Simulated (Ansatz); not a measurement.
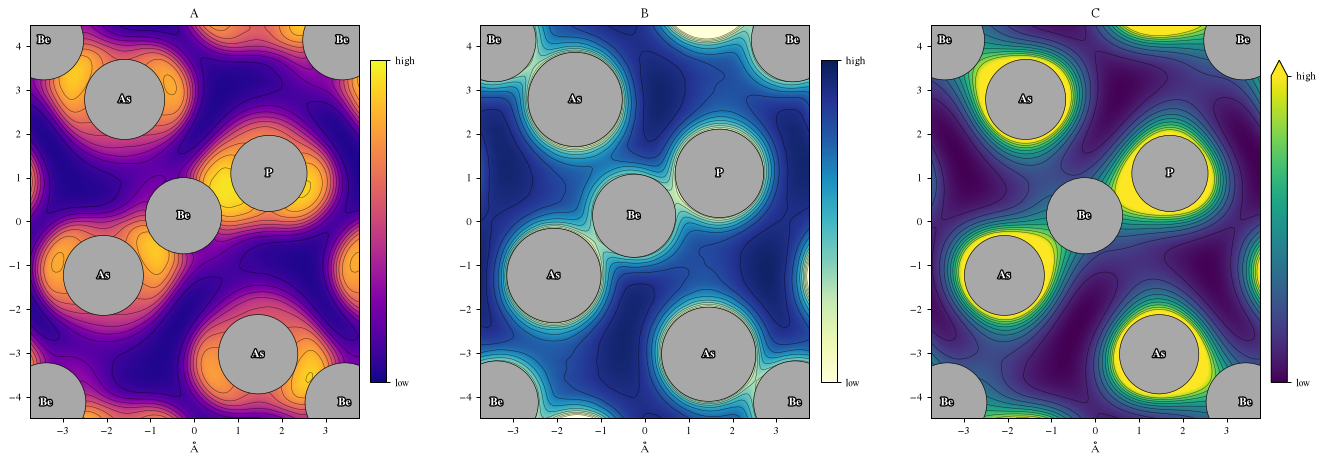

Be2As3P: 3 fields on the (010) plane of the conventional cell, with unlabelled colour scales. Grey discs cover the atomic cores.

Space group Cm; a structure from a database of computed crystals, not necessarily the ambient phase; started from the Hg2I3Br-8 prototype, which need not be the ambient phase.

Theory: DFT, r2SCAN+rVV10, plane waves, PAW (Ansatz).

The panels show electron localisation function, electrostatic potential energy of an electron and valence pseudo-density in some order. Assign them.

Panel A: electron localisation function. Panel B: electrostatic potential energy of an electron (low next to the atoms, rising into the space between them). Panel C: valence pseudo-density. From the grid: Be–P (2.17 Å): ρ is about 0.6 e/Å³ halfway; the ELF peaks at about 0.95 between the atoms. Be–As (2.26 Å): ρ is about 0.54 e/Å³ halfway; the ELF peaks at about 0.90 between the atoms.
